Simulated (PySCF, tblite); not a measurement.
# C6H9NO2Si: geometry, infrared bands and NMR shifts

Wanted: the infrared bands and NMR shifts of C6H9NO2Si (`CCO/C=C/[Si@@H](C#N)C=O`), by calculation.

Computed with tblite 0.8.0 and PySCF 2.14.0, with density-fitted response routines of our own, on a single molecule in the gas phase. Atoms count from 0, in the outputs and in this text.

## (1) The starting structure

19 atoms, charge 0, multiplicity 1; geometry from: force field or distance geometry start.

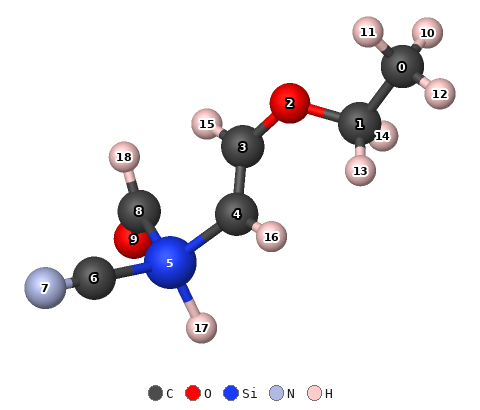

The starting geometry (carbon dark grey, oxygen red, silicon blue, nitrogen light blue, hydrogen pink), atoms numbered.

## (2) Relaxing the molecule with GFN2-xTB

What the job is given:

```
{"job": {"kind": "relax", "xc": "GFN2-xTB", "basis": "xTB"}, "charge": 0, "multiplicity": 1}
C      3.673000     0.331600    -0.424100
C      2.204700    -0.108200    -0.613900
O      1.327700     0.745000     0.076900
C     -0.035000     0.535100     0.031700
C     -0.615800    -0.651600     0.202000
Si    -2.445500    -0.713700     0.110300
C     -3.188800    -0.814200     1.755000
N     -3.662200    -0.877900     2.818100
C     -3.112900     0.846200    -0.643100
O     -3.967800     0.799800    -1.538500
H      3.970500     0.992100    -1.273500
H      3.780800     0.944000     0.496800
H      4.264600    -0.595000    -0.365500
H      2.103000    -1.133800    -0.159100
H      1.957900    -0.144200    -1.678600
H     -0.682100     1.398900    -0.115300
H      0.020000    -1.505500     0.363300
H     -2.831100    -1.861400    -0.743600
H     -2.770800     1.822100    -0.291100
```

Run with:

```bash
$ OMP_NUM_THREADS=1 python probes_run.py task.json out
```

One launch serves the whole session: the jobs run in the order shown.

The log of the run:

```text
step      E/eV     max force
  0    -818.05560    3.849
  1    -817.91716   10.781
  2    -818.29237    2.846
  3    -818.30323    3.530
  4    -818.41483    0.880
  5    -818.45342    0.671
  6    -818.48352    0.781
  7    -818.50528    0.304
  8    -818.51568    0.289
  9    -818.53178    0.439
 10    -818.54372    0.460
 11    -818.55562    0.288
 12    -818.56721    0.308
 13    -818.58074    0.417
 14    -818.59499    0.502
 15    -818.60677    0.279
 16    -818.61723    0.262
 17    -818.62990    0.353
 18    -818.64381    0.483
 19    -818.65504    0.346
 20    -818.66282    0.239
 21    -818.66950    0.222
 22    -818.67865    0.398
 23    -818.68988    0.420
 24    -818.69944    0.232
 25    -818.70599    0.195
 26    -818.71183    0.206
 27    -818.71834    0.309
 28    -818.72486    0.250
 29    -818.72942    0.148
 30    -818.73234    0.127
 31    -818.73441    0.131
 32    -818.73637    0.150
 33    -818.73815    0.148
 34    -818.73983    0.104
 35    -818.74180    0.131
 36    -818.74465    0.182
 37    -818.74860    0.227
 38    -818.75275    0.203
 39    -818.75594    0.171
 40    -818.75843    0.122
 41    -818.76126    0.190
 42    -818.76480    0.253
 43    -818.76792    0.201
 44    -818.76970    0.082
 45    -818.77051    0.073
 46    -818.77116    0.075
 47    -818.77223    0.107
 48    -818.77353    0.115
 49    -818.77482    0.086
 50    -818.77591    0.073
 51    -818.77703    0.106
 52    -818.77833    0.129
 53    -818.77949    0.105
 54    -818.78017    0.053
 55    -818.78047    0.037
 56    -818.78067    0.042
 57    -818.78085    0.039
 58    -818.78101    0.025
 59    -818.78112    0.030
 60    -818.78120    0.024
 61    -818.78129    0.023
 62    -818.78139    0.027
 63    -818.78147    0.024
 64    -818.78156    0.026
 65    -818.78166    0.034
 66    -818.78178    0.048
 67    -818.78192    0.047
 68    -818.78207    0.036
 69    -818.78221    0.034
 70    -818.78234    0.036
 71    -818.78250    0.043
 72    -818.78269    0.036
 73    -818.78287    0.033
 74    -818.78304    0.038
 75    -818.78318    0.047
 76    -818.78333    0.043
 77    -818.78351    0.036
 78    -818.78374    0.032
 79    -818.78394    0.046
 80    -818.78408    0.048
 81    -818.78418    0.031
 82    -818.78428    0.024
 83    -818.78437    0.035
 84    -818.78446    0.048
 85    -818.78454    0.039
 86    -818.78461    0.032
 87    -818.78468    0.025
 88    -818.78477    0.036
 89    -818.78487    0.069
 90    -818.78497    0.036
 91    -818.78507    0.043
 92    -818.78515    0.023
 93    -818.78528    0.032
 94    -818.78547    0.057
 95    -818.78580    0.070
 96    -818.78623    0.059
 97    -818.78680    0.067
 98    -818.78741    0.071
 99    -818.78800    0.072
100    -818.78862    0.086
101    -818.78928    0.073
102    -818.78966    0.082
103    -818.79002    0.114
104    -818.79052    0.074
105    -818.79067    0.218
106    -818.79187    0.072
107    -818.79250    0.066
108    -818.78759    0.576
109    -818.79324    0.045
110    -818.79360    0.036
111    -818.79142    0.471
112    -818.79431    0.037
113    -818.79472    0.043
114    -818.79204    0.456
115    -818.79559    0.050
116    -818.79608    0.046
117    -818.79587    0.441
118    -818.79762    0.048
119    -818.79821    0.044
120    -818.79927    0.228
121    -818.80039    0.085
122    -818.80107    0.049
123    -818.80293    0.078
124    -818.80409    0.094
125    -818.80567    0.137
126    -818.80693    0.085
127    -818.80849    0.128
128    -818.80946    0.112
129    -818.81002    0.224
130    -818.81101    0.111
131    -818.81181    0.055
132    -818.81254    0.048
133    -818.81337    0.081
134    -818.81400    0.054
135    -818.81454    0.052
136    -818.81520    0.157
137    -818.81605    0.101
138    -818.81673    0.103
139    -818.81766    0.067
140    -818.81811    0.049
141    -818.81862    0.080
142    -818.81893    0.082
143    -818.81952    0.064
144    -818.81981    0.064
145    -818.82004    0.065
146    -818.82024    0.053
147    -818.82050    0.052
148    -818.82081    0.055
149    -818.82121    0.044
150    -818.82174    0.105
151    -818.82216    0.110
152    -818.82297    0.093
153    -818.82358    0.077
154    -818.82426    0.073
155    -818.82497    0.074
156    -818.82539    0.096
157    -818.82565    0.108
158    -818.82606    0.035
159    -818.82624    0.041
160    -818.82641    0.046
161    -818.82653    0.033
162    -818.82663    0.036
163    -818.82671    0.030
164    -818.82681    0.039
165    -818.82696    0.035
166    -818.82711    0.039
167    -818.82724    0.024
168    -818.82735    0.022
169    -818.82750    0.034
170    -818.82764    0.034
171    -818.82781    0.045
172    -818.82795    0.038
173    -818.82808    0.021
174    -818.82817    0.032
175    -818.82830    0.034
176    -818.82842    0.053
177    -818.82857    0.048
178    -818.82875    0.054
179    -818.82896    0.046
180    -818.82918    0.057
181    -818.82946    0.045
182    -818.82977    0.087
183    -818.83027    0.054
184    -818.83076    0.055
185    -818.83132    0.034
186    -818.83150    0.036
187    -818.83163    0.069
188    -818.83175    0.041
189    -818.83181    0.026
190    -818.83185    0.018
191    -818.83189    0.015
192    -818.83192    0.016
193    -818.83198    0.017
194    -818.83205    0.020
195    -818.83215    0.024
196    -818.83228    0.029
197    -818.83245    0.029
198    -818.83270    0.051
199    -818.83298    0.087
200    -818.83357    0.067
201    -818.83453    0.070
202    -818.83546    0.081
203    -818.83618    0.094
204    -818.83567    0.417
205    -818.83812    0.041
206    -818.83884    0.065
207    -818.83961    0.186
208    -818.84008    0.081
209    -818.84058    0.048
210    -818.84132    0.049
211    -818.84166    0.122
212    -818.84198    0.088
213    -818.84229    0.049
214    -818.84249    0.035
215    -818.84272    0.072
216    -818.84306    0.050
217    -818.84339    0.052
218    -818.84362    0.029
219    -818.84373    0.058
220    -818.84381    0.030
221    -818.84390    0.033
222    -818.84406    0.048
223    -818.84416    0.037
224    -818.84427    0.059
225    -818.84437    0.052
226    -818.84448    0.059
227    -818.84459    0.047
228    -818.84469    0.056
229    -818.84481    0.027
230    -818.84492    0.062
231    -818.84504    0.028
232    -818.84513    0.040
233    -818.84520    0.023
234    -818.84528    0.028
235    -818.84535    0.020
236    -818.84539    0.028
237    -818.84544    0.019
238    -818.84546    0.017
239    -818.84548    0.012
240    -818.84549    0.012
241    -818.84551    0.008
```

It took 7.6 s on 1 thread of Intel Xeon at 2.50GHz, shared host; peak memory 0.18 GiB.

Along the way: (not every step is listed) (the energy doesn't fall at every step)

```csv
step,energy from step 0 (eV),largest force (eV/Å)
0,0.0000,3.8487
1,0.1384,10.7807
2,-0.2368,2.8455
3,-0.2476,3.5296
4,-0.3592,0.8800
5,-0.3978,0.6712
6,-0.4279,0.7813
7,-0.4497,0.3035
8,-0.4601,0.2894
30,-0.6767,0.1272
52,-0.7227,0.1291
74,-0.7274,0.0378
96,-0.7306,0.0591
118,-0.7420,0.0481
140,-0.7625,0.0492
162,-0.7710,0.0363
184,-0.7752,0.0546
206,-0.7832,0.0648
228,-0.7891,0.0562
236,-0.7898,0.0284
237,-0.7898,0.0188
238,-0.7899,0.0172
239,-0.7899,0.0116
240,-0.7899,0.0118
241,-0.7899,0.0082
```

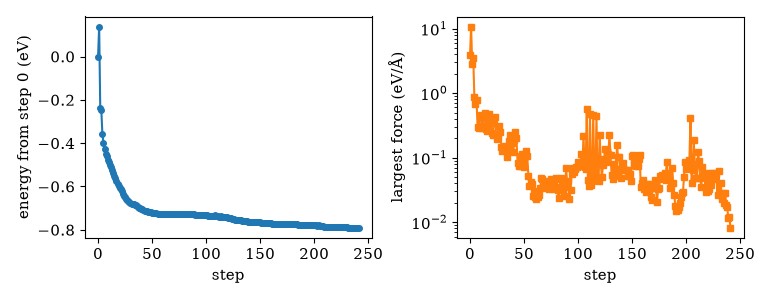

Energy and largest force along the relaxation.

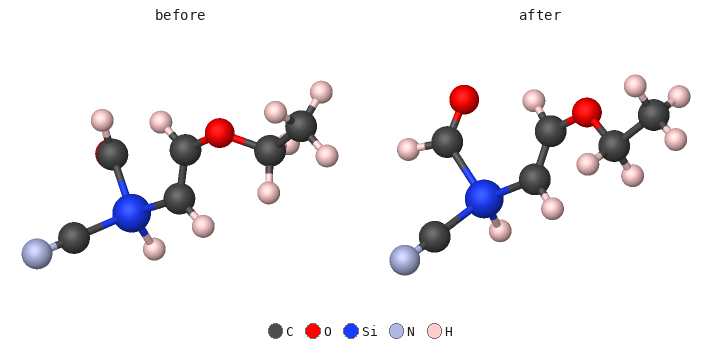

The geometry before (left) and after (right).

Close pairs (by a distance rule), those that changed most:

```csv
bond,before (Å),after (Å),change (Å)
Si5–C8,1.856,1.924,+0.068
Si5–C6,1.808,1.873,+0.066
O2–C3,1.380,1.335,-0.044
C8–O9,1.239,1.204,-0.034
C0–H10,1.116,1.087,-0.030
C1–H13,1.127,1.098,-0.028
C4–Si5,1.833,1.859,+0.026
C0–H11,1.111,1.086,-0.025
```

The final coordinates are the input of the step that follows.

## (3) Vibrational analysis with GFN2-xTB

What the job is given:

```
{"job": {"kind": "ir", "xc": "GFN2-xTB", "basis": "xTB"}, "charge": 0, "multiplicity": 1}
C      3.659634     0.308163    -0.522370
C      2.254171    -0.195729    -0.238920
O      1.341008     0.805382    -0.659322
C      0.030021     0.579058    -0.545631
C     -0.595171    -0.502953    -0.063878
Si    -2.446534    -0.662059    -0.006974
C     -2.986617    -1.142106     1.721494
N     -3.305987    -1.444357     2.779482
C     -3.343075     1.009931    -0.327899
O     -2.847678     1.927529    -0.930453
H      3.772212     0.513785    -1.583419
H      3.843759     1.226058     0.028851
H      4.388502    -0.439881    -0.224591
H      2.122398    -0.389768     0.834051
H      2.062353    -1.126321    -0.789889
H     -0.521809     1.434875    -0.912458
H     -0.011705    -1.340753     0.295687
H     -3.043861    -1.665069    -0.899966
H     -4.381424     1.113464     0.053906
```

The log of the run:

```text
mode    cm-1     km/mol
  1      32.9      5.41
  2      43.9      3.83
  3      51.1      3.95
  4      71.7      1.83
  5      95.2      6.64
  6     113.1      6.12
  7     150.1      1.10
  8     185.4      6.00
  9     205.9      3.64
 10     257.9      4.94
 11     304.1      5.37
 12     315.7      3.41
 13     326.6      0.47
 14     348.3      6.08
 15     382.5     24.46
 16     558.1     72.35
 17     576.7     46.46
 18     608.0     22.43
 19     666.7    147.86
 20     678.0     67.85
 21     715.0     37.36
 22     779.4     58.76
 23     843.1      3.20
 24     865.7    103.76
 25     906.8     38.58
 26     981.3     11.19
 27    1073.0     18.20
 28    1116.6     20.26
 29    1141.2     13.70
 30    1187.8    234.03
 31    1234.5      0.17
 32    1247.1      0.92
 33    1308.0     17.74
 34    1337.9      1.46
 35    1363.9     50.77
 36    1403.3     10.64
 37    1474.2      4.04
 38    1480.2      1.71
 39    1491.4      4.59
 40    1626.3    611.01
 41    1748.2    186.89
 42    2203.4    256.89
 43    2347.6     39.77
 44    2699.4    156.84
 45    2886.1     45.16
 46    2908.9     25.22
 47    3047.1     18.49
 48    3052.4     19.50
 49    3054.0     18.07
 50    3056.8     20.94
 51    3069.8     10.47
```

Run time: 2.7 s. Hardware: 1 thread of Intel Xeon at 2.50GHz, shared host; peak memory 0.18 GiB.

Which atoms move in the most intense modes:

```csv
cm⁻¹,km/mol,atoms
558,72.3,"H17 21 %, C8 16 %, O2 14 %, C3 11 %"
667,147.9,"Si5 48 %, H17 16 %, N7 12 %"
866,103.8,"C4 27 %, Si5 17 %, C3 13 %, H16 13 %"
1188,234.0,"O2 49 %, C3 31 %, C4 13 %"
1626,611.0,"C3 54 %, C4 40 %"
1748,186.9,"C8 58 %, O9 41 %"
2203,256.9,H17 97 %
2699,156.8,H18 94 %
```

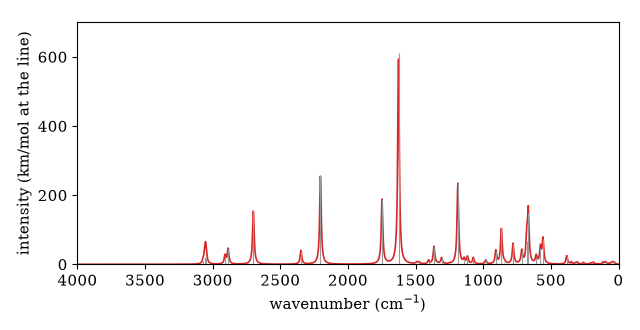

The infrared spectrum from these modes, unscaled. Lines are broadened to a width of 14 cm⁻¹ (Lorentzian).

## (4) Nuclear shieldings: PBE0/pcSseg-1

Same as in step 3 but for these lines:

```diff
@@ -1,2 +1,2 @@
-{"job": {"kind": "ir", "xc": "GFN2-xTB", "basis": "xTB"}, "charge": 0, "multiplicity": 1}
+{"job": {"kind": "nmr", "xc": "PBE0", "basis": "pcSseg-1"}, "charge": 0, "multiplicity": 1}
 C      3.659634     0.308163    -0.522370
```

Method: GIAO PBE0/pcSseg-1 NMR shielding, non-relativistic, gas phase.

The log of the run:

```text
coarse grid: 16960 points
cycle   1  E = -727.7503778228  dE =  1.314e+00  |g| = 9.340e-01  |ddm| = 3.979e+00
cycle   2  E = -727.1414840160  dE =  6.089e-01  |g| = 1.962e+00  |ddm| = 2.019e+00
cycle   3  E = -727.9197208628  dE = -7.782e-01  |g| = 2.388e-01  |ddm| = 1.538e+00
cycle   4  E = -727.9301841127  dE = -1.046e-02  |g| = 1.068e-01  |ddm| = 2.136e-01
cycle   5  E = -727.9321672363  dE = -1.983e-03  |g| = 5.090e-02  |ddm| = 8.207e-02
cycle   6  E = -727.9326774943  dE = -5.103e-04  |g| = 1.252e-02  |ddm| = 3.288e-02
cycle   7  E = -727.9327069112  dE = -2.942e-05  |g| = 4.193e-03  |ddm| = 8.819e-03
cycle   8  E = -727.9327107188  dE = -3.808e-06  |g| = 9.390e-04  |ddm| = 3.597e-03
final grid: 160936 points
cycle   9  E = -728.0128769327  dE = -3.180e-05  |g| = 1.514e-02  |ddm| = 3.486e-02
cycle  10  E = -728.0127883097  dE =  8.862e-05  |g| = 2.670e-02  |ddm| = 2.317e-02
cycle  11  E = -728.0129184253  dE = -1.301e-04  |g| = 3.551e-03  |ddm| = 1.634e-02
cycle  12  E = -728.0129211680  dE = -2.743e-06  |g| = 5.385e-04  |ddm| = 2.657e-03
cycle  13  E = -728.0129212041  dE = -3.605e-08  |g| = 3.158e-04  |ddm| = 4.896e-04
cycle  14  E = -728.0129212229  dE = -1.879e-08  |g| = 1.094e-04  |ddm| = 2.122e-04
cycle  15  E = -728.0129212251  dE = -2.291e-09  |g| = 3.205e-05  |ddm| = 7.561e-05
cycle  16  E = -728.0129212253  dE = -1.826e-10  |g| = 1.050e-05  |ddm| = 2.941e-05
converged SCF energy = -728.0129212253

GIAO shielding tensors (ppm)
atom      isotropic    diamagn.    paramagn.     s11        s22        s33       span
  0 C      170.275     245.231     -74.957    155.852    169.408    185.563     29.711
  1 C      122.480     249.629    -127.149    101.536    103.993    161.909     60.373
  2 O      153.981     399.348    -245.368     10.255    180.455    271.231    260.976
  3 C       15.244     254.842    -239.598   -100.537     35.253    111.015    211.552
  4 C      107.893     266.331    -158.438     26.161    122.308    175.209    149.047
  5 Si     432.171     881.334    -449.163    404.500    408.517    483.496     78.996
  6 C       63.252     263.019    -199.767    -51.164    -45.889    286.810    337.974
  7 N      -97.429     337.890    -435.319   -303.006   -285.048    295.768    598.774
  8 C      -56.641     253.140    -309.781   -166.456    -92.156     88.688    255.144
  9 O     -595.578     404.094    -999.672  -1641.507   -549.829    404.603   2046.111
 10 H       30.120      28.184       1.936     26.217     28.110     36.033      9.815
 11 H       30.075      28.650       1.425     26.205     28.046     35.972      9.767
 12 H       30.533      26.757       3.775     26.272     28.000     37.326     11.053
 13 H       27.895      34.010      -6.115     23.238     28.995     31.453      8.215
 14 H       27.931      33.148      -5.217     23.332     29.172     31.289      7.957
 15 H       23.874      33.888     -10.014     17.861     25.752     28.009     10.149
 16 H       27.761      36.727      -8.965     23.834     27.789     31.662      7.828
 17 H       26.828      27.150      -0.322     22.836     26.220     31.429      8.593
 18 H       19.504      23.569      -4.065     14.839     19.807     23.867      9.028
```

Wall time 2 min (1 thread of Intel Xeon at 2.50GHz, shared host); peak memory 0.99 GiB.

Shifts follow as δ = σ(reference) − σ, with reference shieldings (ppm) from runs at the same level and on the same kind of geometry: 1H TMS 31.72, 13C TMS 186.9, 29Si TMS 349.2, 15N NH3 267.7, 17O H2O 336.1. The references are single molecules in the gas phase, so shifts against H2O, NH3, PH3, H3PO4 or CFCl3 are not on the usual liquid scales and can be off by tens of ppm. Atoms listed in one row are averaged.

```csv
atoms,environment,σ (ppm),δ (ppm),δ scaled to CDCl3
C8,carbonyl carbon,-56.6,243.6,235.8
C3,alkene carbon bearing oxygen,15.2,171.7,165.6
C6,nitrile carbon,63.3,123.7,118.8
C4,β carbon of an enol-ether or enamine type C=C,107.9,79.0,75.2
C1,sp3 CH2 bonded to O,122.5,64.4,61.0
C0,methyl carbon,170.3,16.7,14.3
H18,hydrogen on a carbonyl carbon,19.50,12.21,11.62
H15,hydrogen on an alkene carbon bearing oxygen,23.87,7.84,7.50
H17,hydrogen on a silicon bonded to 3 C,26.83,4.89,–
H16,hydrogen on a β carbon of an enol-ether or enamine type C=C,27.76,3.96,3.83
H13,hydrogen on an sp3 CH2 bonded to O,27.90,3.82,3.71
H14,hydrogen on an sp3 CH2 bonded to O,27.93,3.79,3.67
"H10, H11, H12",hydrogen on a methyl carbon,30.24,1.47,1.50
O9,carbonyl oxygen,-595.6,931.7,–
O2,ether oxygen,154.0,182.1,–
Si5,"silicon bonded to 3 C, H",432.2,-83.0,–
N7,nitrile nitrogen,-97.4,365.2,–
```

The scaled column applies a straight-line fit of computed shieldings to shifts measured in CDCl3 (root-mean-square error 0.16 ppm for H, 1.9 ppm for C).

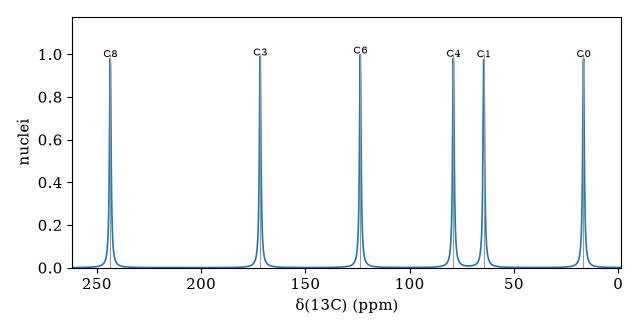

13C lines at the computed shifts, without couplings. Lines are broadened to a width of 0.91 ppm (Lorentzian).

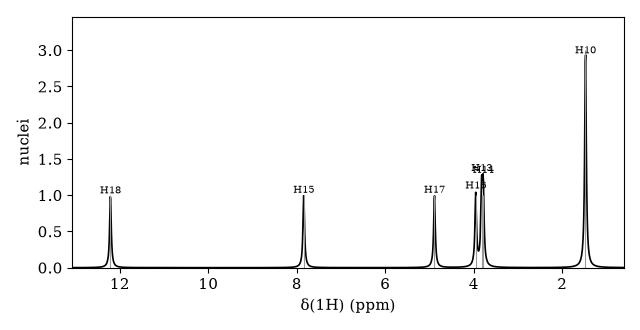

1H lines at the computed shifts, without couplings. Lines are broadened to a width of 0.04 ppm (Lorentzian).

Charges from the same density, by scheme (e):

```csv
atoms,Mulliken,IAO,Hirshfeld,ESP fit
C0,-0.26,-0.42,-0.12,-0.51
C1,-0.04,-0.05,0.02,0.47
O2,-0.45,-0.31,-0.08,-0.36
C3,0.22,0.11,0.05,0.16
C4,-0.58,-0.57,-0.20,-0.51
Si5,0.90,0.87,0.39,0.43
C6,-0.21,-0.16,-0.04,0.15
N7,-0.20,-0.19,-0.20,-0.38
C8,-0.02,0.02,0.06,0.29
O9,-0.33,-0.35,-0.18,-0.38
```

Hirshfeld charges:

C0 -0.12; C1 0.02; O2 -0.08; C3 0.05; C4 -0.20; Si5 0.39; C6 -0.04; N7 -0.20; C8 0.06; O9 -0.18; H10 0.05; H11 0.05; H12 0.05; H13 0.04; H14 0.04; H15 0.05; H16 0.04; H17 -0.06; H18 0.04

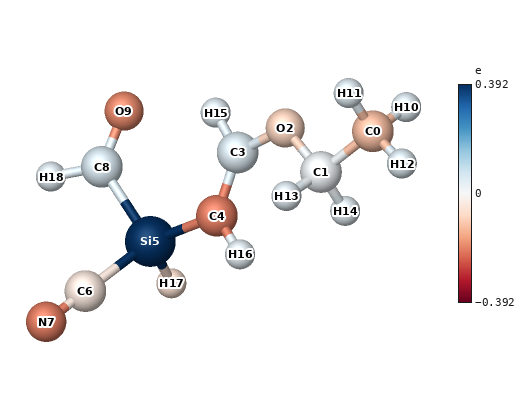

Hirshfeld charges, as colours on the atoms.

Mayer bond orders: C0–C1 1.07, C1–O2 0.86, O2–C3 1.11, C3–C4 1.78, C4–Si5 0.97, Si5–C6 0.80, C6–N7 2.92, Si5–C8 0.84, C8–O9 1.94.

## (5) Results

| quantity | value |
| --- | --- |
| strongest single infrared mode (GFN2-xTB) | 1626 cm⁻¹, 611 km/mol |
| zero-point energy (GFN2-xTB) | 85.2 kcal/mol |
| 13C shifts against TMS (PBE0/pcSseg-1) | 243.6, 171.7, 123.7, 79.0, 64.4, 16.7 ppm |
| 1H shifts against TMS (PBE0/pcSseg-1, means over atoms taken as alike) | 12.21, 7.84, 4.89, 3.96, 3.82, 3.79, 1.47 ppm |
| 17O shifts against H2O (PBE0/pcSseg-1) | 931.7, 182.1 ppm |
| 29Si shifts against TMS (PBE0/pcSseg-1) | -83.0 ppm |
| 15N shifts against NH3 (PBE0/pcSseg-1) | 365.2 ppm |

**Reading.** The optimisation took 241 steps and gained 0.790 eV; among the close pairs (by a distance rule), Si5–C8 changed most, from 1.856 to 1.924 Å. No mode is imaginary among the 51: a minimum at this level. The strongest single mode, at 1626 cm⁻¹, moves mainly C3 and C4. Unscaled tight-binding wavenumbers are off by several per cent, some by more. Its intensities can rank the bands wrongly. At PBE0/pcSseg-1: Shielding is most anisotropic at O9 (span 2046 ppm, paramagnetic term -1000 ppm).
